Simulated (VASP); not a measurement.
Band structure of TiW$_{3}$ (space group I4/mmm). All values below come from PBE GGA, VASP's PBE PAW potentials (set 64) (plane waves; VASP).

Unless said otherwise, spin-orbit coupling is left out, though it shifts the bands of the heavy elements here.

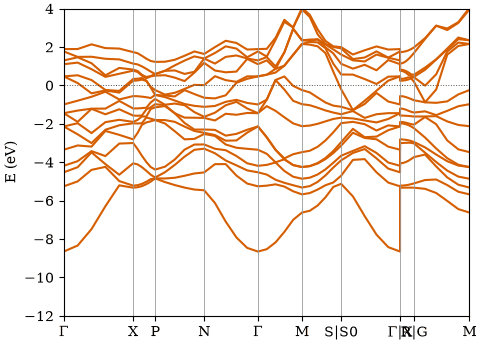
Figure. Bands along high-symmetry lines, zero at the valence-band maximum or, without a gap, the Fermi level

Read the plot: is there a gap, and where are the band edges?

It has no gap at this level: it comes out as a metal or semimetal.

The structure was generated: TiW3 was put into an ordered model structure, which need not be its known phase. The cell was not relaxed at this level. The k-mesh is coarse (spacing up to 0.39 per Å, 2π included), so the numbers may not be converged in it.
